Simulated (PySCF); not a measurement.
Vertical excitations of a molecule C2H3ClF2Si from TDDFT-CAM-B3LYP/def2-SVPD (PySCF), as energy in eV (oscillator strength): 6.16 (0.254), 6.56 (0.006), 6.95 (0.002), 7.06 (0.003), 7.44 (0.003), 8.10 (0.003), 8.16 (0.016), 8.62 (0.068), 8.65 (0.026), 8.78 (0.112). Lowest triplet (TDA): 3.78 eV. Geometry optimised at PBE-D3(BJ)/def2-SVP. One conformer was computed; it need not be the lowest.

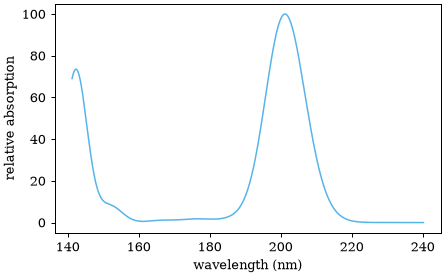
Figure. The lines broadened by 0.4 eV.

Pick the molecule that these values belong to.
A) F/C=C\[Si@H](F)Cl
B) F[SiH](F)/C=C\Cl
C) FC(F)=C[SiH2]Cl
D) C=C[Si](F)(F)Cl

B, F[SiH](F)/C=C\Cl
